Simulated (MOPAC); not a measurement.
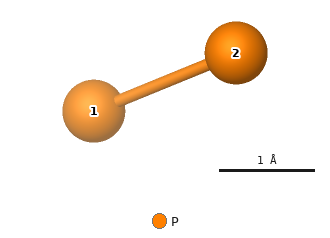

The structure as given in the input (ball-and-stick view, seen at an oblique angle; atoms are numbered from 1 in the order of the input). Bond lengths as drawn: P–P 1.91 Å.

Run report: P2, geometry relaxation

The run: geometry relaxation of P2 (diphosphorus), SMILES P#P. Method and program: RM1, RHF (MOPAC 23.2.5).

The atoms were displaced at random from an optimised geometry.

## The input (mol.mop)
```
PRECISE GNORM=0.01 CYCLES=300 MULLIK DISP RM1 AUX(PRECISION=9) THREADS=1
job P2

P -0.013329 1 -0.007759 1 -0.010169 1
P -0.007091 1 0.007872 1 1.900630 1
```

Run on 1 thread of AMD EPYC (Zen 5), 128 GiB of memory available, shared host.

Launched with:
```bash
mopac mol.mop
```

## The program's output
```
MOPAC v23.2.5
RM1 CALCULATION RESULTS

 *  RM1        - The RM1 Hamiltonian to be used
 *  PRECISE    - TIGHTER CRITERIA TO BE USED
 *  THREADS=1  - MULTI-THREADING NOT USED
 *  CYCLES=    - DO A MAXIMUM OF 300 STEPS
 *  GNORM      - EXIT WHEN GRADIENT NORM DROPS BELOW 0.010
 *  AUX        - OUTPUT AUXILIARY INFORMATION
 *  DISP       - PRINT DISPERSION AND HYDROGEN BOND ENERGIES
 *  MULLIK     - THE MULLIKEN ANALYSIS TO BE PERFORMED
PRECISE GNORM=0.01 CYCLES=300 MULLIK DISP RM1 AUX(PRECISION=9) THREADS=1
 job P2

   ATOM   CHEMICAL          X               Y               Z
  NUMBER   SYMBOL      (ANGSTROMS)     (ANGSTROMS)     (ANGSTROMS)

     1       P         -0.01332900  *  -0.00775900  *  -0.01016900  *
     2       P         -0.00709100  *   0.00787200  *   1.90063000  *

          CARTESIAN COORDINATES

    NO.       ATOM           X           Y           Z

     1         P         -0.0133     -0.0078     -0.0102
     2         P         -0.0071      0.0079      1.9006

           Empirical Formula: P2  =     2 atoms

      MOLECULAR POINT GROUP   :   D*h

      RHF CALCULATION, NO. OF DOUBLY OCCUPIED LEVELS = 5

          Geometry optimization using EF

          DIAGONAL MATRIX USED AS START HESSIAN
```

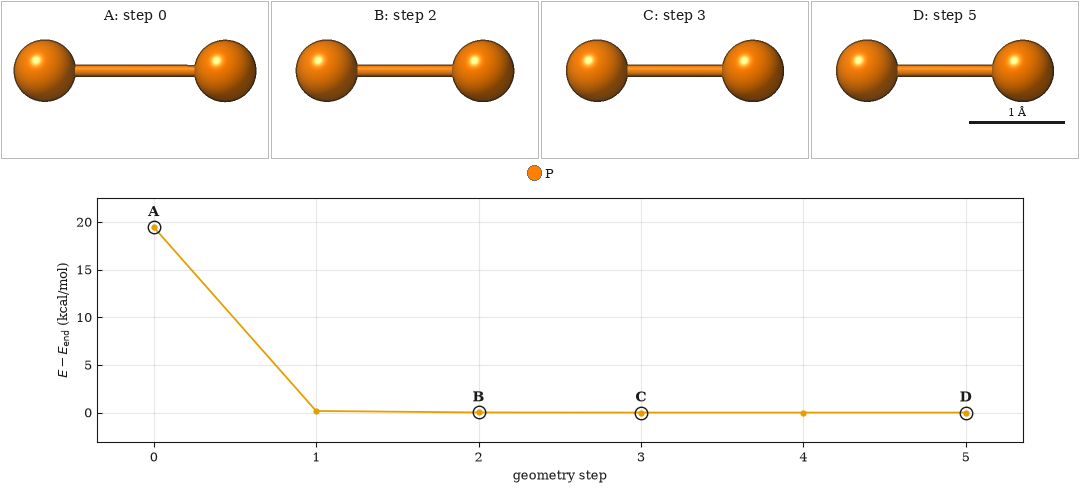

Frames of the relaxation (ball-and-stick view, seen on its broad side) above the curves, on which the letters mark them (steps are counted from 0).

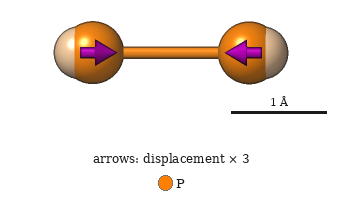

Start (faint) and end (solid) with the displacements as pink arrows, magnified 3 times (ball-and-stick view, seen on its broad side). The two geometries are laid on each other by the best rigid fit. The largest moves after the best rigid fit, 0.13 Å, are those of P1 and P2. Among the contacts that change: P1–P2 1.911 → 1.649 Å. The energy falls by 19.5 kcal/mol in 5 geometry steps. The largest force component goes from 7 to under 0.0001 eV/Å. (Atoms are counted from 1 in the order of the input.)

```
 CYCLE:     1 TIME:   0.008 TIME LEFT:  2.00D  GRAD.:   227.942 HEAT:  28.68788
 CYCLE:     2 TIME:   0.000 TIME LEFT:  2.00D  GRAD.:    23.532 HEAT:  9.403653
 CYCLE:     3 TIME:   0.000 TIME LEFT:  2.00D  GRAD.:     5.768 HEAT:  9.249700
 CYCLE:     4 TIME:   0.000 TIME LEFT:  2.00D  GRAD.:     0.599 HEAT:  9.237893
 CYCLE:     5 TIME:   0.000 TIME LEFT:  2.00D  GRAD.:     0.017 HEAT:  9.237769
 CYCLE:     6 TIME:   0.008 TIME LEFT:  2.00D  GRAD.:     0.000 HEAT:  9.237769

     GRADIENT =  0.00006 IS LESS THAN CUTOFF =  0.01000

 -------------------------------------------------------------------------------
 PRECISE GNORM=0.01 CYCLES=300 MULLIK DISP RM1 AUX(PRECISION=9) THREADS=1
 job P2

     GEOMETRY OPTIMISED USING EIGENVECTOR FOLLOWING (EF).
     SCF FIELD WAS ACHIEVED

                              RM1 CALCULATION

          FINAL HEAT OF FORMATION =          9.23777 KCAL/MOL =      38.65083 KJ/MOL

          TOTAL ENERGY            =      -5823.08860 KCAL/MOL = ELECTRONIC ENERGY + CORE-CORE REPULSION
          ENERGY OF ATOMS         =       5832.32637 KCAL/MOL
                              SUM =          9.23777 KCAL/MOL
          DISPERSION ENERGY       =          0.00000 KCAL/MOL
                              SUM =          9.23777 KCAL/MOL = FINAL HEAT OF FORMATION

          TOTAL ENERGY            =       -252.51302 EV
          ELECTRONIC ENERGY       =       -429.27036 EV
          CORE-CORE REPULSION     =        176.75734 EV
          COSMO AREA              =         77.49 SQUARE ANGSTROMS
          COSMO VOLUME            =         61.36 CUBIC ANGSTROMS

          GRADIENT NORM           =          0.00006          =       0.00004 PER ATOM
          IONIZATION POTENTIAL    =         10.426200 EV
          HOMO LUMO ENERGIES (EV) =        -10.426 -1.566
          NO. OF FILLED LEVELS    =          5
          MOLECULAR WEIGHT        =         61.9475         POINT GROUP:  D*h

          MOLECULAR DIMENSIONS (Angstroms)

            Atom       Atom       Distance
            P     2    P     1     1.64870
            P     2    P     1     0.00000
            P     1    P     2     0.00000

          SCF CALCULATIONS        =          7

          WALL-CLOCK TIME         =      0.016 SECONDS
          COMPUTATION TIME        =      0.007 SECONDS

   ATOM   CHEMICAL          X               Y               Z
  NUMBER   SYMBOL      (ANGSTROMS)     (ANGSTROMS)     (ANGSTROMS)

     1       P         -0.01307639  *  -0.00690734  *   0.12091405  *
     2       P         -0.00734361  *   0.00702034  *   1.76954695  *

                             CARTESIAN COORDINATES

   1    P       -0.013076390    -0.006907337     0.120914051
   2    P       -0.007343610     0.007020337     1.769546949

           Empirical Formula: P2  =     2 atoms

      MOLECULAR POINT GROUP   :   D*h

                  EIGENVALUES
 -22.12599 -14.92016 -11.45289 -11.45289 -10.42620  -1.56562  -1.56562   0.09062

              NET ATOMIC CHARGES AND DIPOLE CONTRIBUTIONS

  ATOM NO.   TYPE          CHARGE      No. of ELECS.   s-Pop       p-Pop
    1          P          -0.000000        5.0000     1.91243     3.08757
    2          P           0.000000        5.0000     1.91243     3.08757
 DIPOLE           X         Y         Z       TOTAL
 POINT-CHG.     0.000     0.000     0.000     0.000
 HYBRID        -0.000    -0.000    -0.000     0.000
 SUM            0.000     0.000     0.000     0.000

          ATOMIC ORBITAL ELECTRON POPULATIONS

     Atom    s        px        py        pz
    1  P   1.91243   1.00000   1.00001   1.08757
    2  P   1.91243   1.00000   1.00001   1.08757

           MULLIKEN POPULATION ANALYSIS

        MULLIKEN POPULATIONS AND CHARGES

      NO.  ATOM   POPULATION      CHARGE
        1    P     5.000000     -0.000000
        2    P     5.000000      0.000000

 *                    *
 * JOB ENDED NORMALLY *
 *                    *

 TOTAL JOB TIME:             0.02 SECONDS

 == MOPAC DONE ==
```

## Trajectory as extended XYZ (Å, eV, eV/Å), 6 frames, from step=0 to step=5
```
2
Properties=species:S:1:pos:R:3:forces:R:3 step=0 energy=1.24402
P    -0.0133   -0.0078   -0.0102    0.0228   0.0572   6.9891
P    -0.0071    0.0079    1.9006   -0.0228  -0.0572  -6.9891
2
Properties=species:S:1:pos:R:3:forces:R:3 step=1 energy=0.40778
P    -0.0131   -0.0068    0.1312   -0.0023  -0.0059  -0.7215
P    -0.0074    0.0070    1.7592    0.0023   0.0059   0.7215
2
Properties=species:S:1:pos:R:3:forces:R:3 step=2 energy=0.40110
P    -0.0131   -0.0069    0.1180    0.0006   0.0014   0.1769
P    -0.0073    0.0070    1.7724   -0.0006  -0.0014  -0.1769
2
Properties=species:S:1:pos:R:3:forces:R:3 step=3 energy=0.40059
P    -0.0131   -0.0069    0.1206    0.0001   0.0002   0.0184
P    -0.0073    0.0070    1.7698   -0.0001  -0.0002  -0.0184
2
Properties=species:S:1:pos:R:3:forces:R:3 step=4 energy=0.40059
P    -0.0131   -0.0069    0.1209    0.0000   0.0000  -0.0005
P    -0.0073    0.0070    1.7695    0.0000   0.0000   0.0005
2
Properties=species:S:1:pos:R:3:forces:R:3 step=5 energy=0.40059
P    -0.0131   -0.0069    0.1209    0.0000   0.0000   0.0000
P    -0.0073    0.0070    1.7695    0.0000   0.0000   0.0000
```

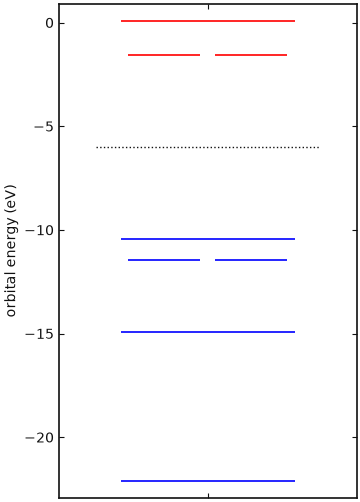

Orbital energies near the frontier; the dotted line parts filled from empty levels, and levels within 0.02 eV of each other stand side by side. Highest filled −10.43 eV, lowest empty −1.57 eV, 8.86 eV apart.

## Summary

| quantity | value |
| --- | --- |
| outcome | converged |
| total energy | −9.279682 hartree |
| dispersion energy | 0.000000 hartree |
| heat of formation | 9.24 kcal/mol |
| basis functions | 8 |
| largest force | 0.000 eV/Å |
| HOMO | −10.43 eV |
| LUMO | −1.57 eV |
| dipole moment | 0.00 D |
| peak memory | 0.07 GiB |

## Notes

MOPAC's energies along a path are heats of formation.
